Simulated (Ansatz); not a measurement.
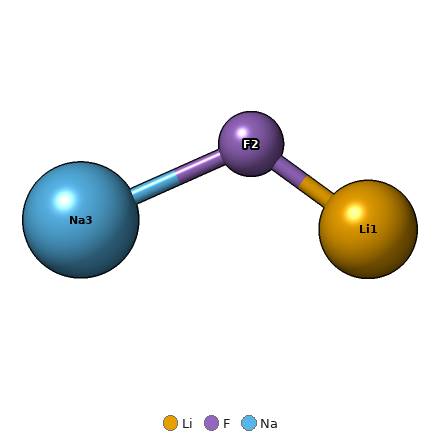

The system is Li + FNa, spin multiplicity 2; the picture shows the reference structure. Coordinates scanned: (1) distance Li1–F2; (2) distance F2–Na3. Nothing is relaxed (the angle Li1–F2–Na3 is fixed at 120 degrees). The scan uses a 17 × 17 grid. Energies are in kJ/mol, from the lowest grid point. These are results of UHF/def2-TZVPD (Ansatz 0.2.0), not measurements.

Its coordinates:

```xyz
3

Li   -1.6110    0.0000    0.0000
F     0.0000    0.0000    0.0000
Na    1.0360    1.7944    0.0000
```

Range: distance Li1–F2 from 1.504 to 3.104 Å; distance F2–Na3 from 1.808 to 3.408 Å.

Q: What landscape does the calculation give?

A: The lowest grid point is at distance Li1–F2 = 1.611 Å, distance F2–Na3 = 2.072 Å. It is the only kind of minimum in the scanned range. The highest grid point, distance Li1–F2 = 3.104 Å, distance F2–Na3 = 3.408 Å, lies 342 kJ/mol above the lowest.

| distance F2–Na3 ↓, distance Li1–F2 → | 1.504 | 1.611 | 1.768 | 1.951 | 2.154 | 2.372 | 2.605 | 2.849 | 3.104 |
| --- | --- | --- | --- | --- | --- | --- | --- | --- | --- |
| 3.408 | 65 | 62 | 82 | 122 | 170 | 221 | 269 | 312 | 342 |
| 3.153 | 59 | 55 | 74 | 113 | 160 | 209 | 255 | 291 | 312 |
| 2.909 | 50 | 46 | 64 | 101 | 147 | 193 | 234 | 260 | 279 |
| 2.676 | 39 | 34 | 50 | 85 | 129 | 170 | 202 | 225 | 242 |
| 2.458 | 27 | 20 | 35 | 67 | 106 | 141 | 169 | 190 | 205 |
| 2.255 | 15 | 7 | 19 | 48 | 82 | 112 | 138 | 157 | 171 |
| 2.072 | 10 | 0 | 9 | 34 | 64 | 92 | 115 | 133 | 147 |
| 1.915 | 17 | 6 | 13 | 35 | 62 | 88 | 110 | 127 | 140 |
| 1.808 | 37 | 25 | 30 | 50 | 76 | 101 | 122 | 138 | 150 |

The table holds every second grid line.

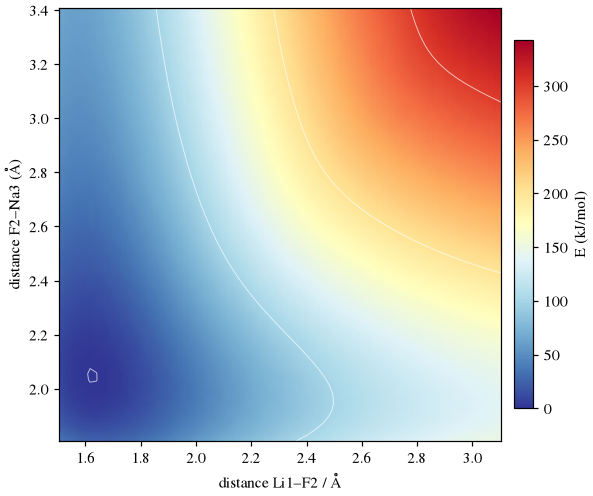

Drawn: a smooth colour map with a few white contour lines. Between grid points the surface is interpolated.

The whole map (289 points run) took 3.4 min on 1 thread of AMD EPYC 9R45 96-Core Processor (Zen 5) (shared host).
